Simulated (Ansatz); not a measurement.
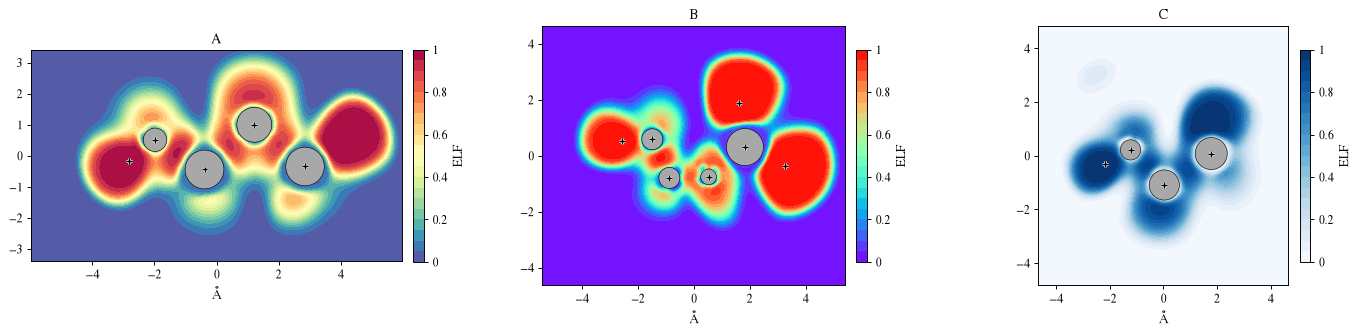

The ELF of 3 systems, each on a plane through atoms (crosses mark nuclei in the plane; grey discs cover the cores).

Computed with Ansatz 0.2.0, RKS PBE0-D4/def2-TZVPP.

System 1: C3H9AlO (SMILES CC(C)[O][AlH2]), the plane of atoms H13, Al5 and H14. Geometry: PBE0-D4/def2-TZVP.

```xyz
14

C    -1.2297    0.3905    1.1666
C     0.1789    0.1417    0.6617
C     0.4011   -1.3150    0.3023
O     0.4390    0.9987   -0.4188
Al    0.7947    0.9929   -2.0620
H    -1.3676    1.4475    1.3998
H    -1.9611    0.1079    0.4038
H    -1.4300   -0.1944    2.0676
H     0.8821    0.4121    1.4620
H     1.4205   -1.4803   -0.0550
H    -0.2908   -1.6287   -0.4852
H     0.2385   -1.9560    1.1721
H     0.9385    2.4179   -2.7254
H     0.9728   -0.3644   -2.8608
```

System 2: CH7PSSn (SMILES PS[CH2][SnH3]), the plane of atoms P1, S2 and C3. Geometry: PBE0-D4/def2-TZVP; core potentials replace the inner electrons of Sn.

```yaml
atoms:
  - { symbol: P, position_ang: [-1.8158, 1.2407, 0.3603] }
  - { symbol: S, position_ang: [0.1912, 1.3577, 0.9892] }
  - { symbol: C, position_ang: [0.6434, -0.3984, 0.9321] }
  - { symbol: Sn, position_ang: [0.8665, -1.1534, -1.0757] }
  - { symbol: H, position_ang: [-1.7922, 2.2351, -0.6529] }
  - { symbol: H, position_ang: [-2.3605, 2.1199, 1.3320] }
  - { symbol: H, position_ang: [-0.0666, -0.9917, 1.5083] }
  - { symbol: H, position_ang: [1.6115, -0.4603, 1.4337] }
  - { symbol: H, position_ang: [2.3044, -0.5040, -1.7267] }
  - { symbol: H, position_ang: [-0.4682, -0.6402, -2.0052] }
  - { symbol: H, position_ang: [0.9516, -2.8623, -1.0746] }
```

System 3: CH7ClSSi2 (SMILES C[SiH2]S[SiH2]Cl), the plane of atoms Si2, S3 and Si4. Geometry: PBE0-D4/def2-TZVP.

```yaml
atoms:
  - { symbol: C, position_ang: [0.8887, 2.1543, 0.6370] }
  - { symbol: Si, position_ang: [-0.1419, 0.7612, -0.0424] }
  - { symbol: S, position_ang: [1.0157, -1.0426, 0.1715] }
  - { symbol: Si, position_ang: [-0.4166, -2.4248, -0.5440] }
  - { symbol: Cl, position_ang: [-1.8810, -2.8294, 0.8403] }
  - { symbol: H, position_ang: [1.8300, 2.2421, 0.0908] }
  - { symbol: H, position_ang: [0.3471, 3.0991, 0.5433] }
  - { symbol: H, position_ang: [1.1142, 1.9899, 1.6925] }
  - { symbol: H, position_ang: [-0.4525, 0.9642, -1.4817] }
  - { symbol: H, position_ang: [-1.4207, 0.6140, 0.6987] }
  - { symbol: H, position_ang: [0.2975, -3.6876, -0.8280] }
  - { symbol: H, position_ang: [-1.1034, -1.8955, -1.7442] }
```

Which map belongs to which system?

Panel A is system 3, CH7ClSSi2: the plane holds C, Si, S and H. C–Si (1.86 Å): the ELF peaks at about 0.95 between the atoms: a covalent bond. Panel B is system 1, C3H9AlO: the plane holds C, O, Al and H. C–O (1.40 Å): the ELF peaks at about 0.85 between the atoms (a polar covalent bond). Panel C is system 2, CH7PSSn: the plane holds P, S, C and H. C–S (1.81 Å): the ELF peaks at about 0.90 between the atoms; a shared electron pair.
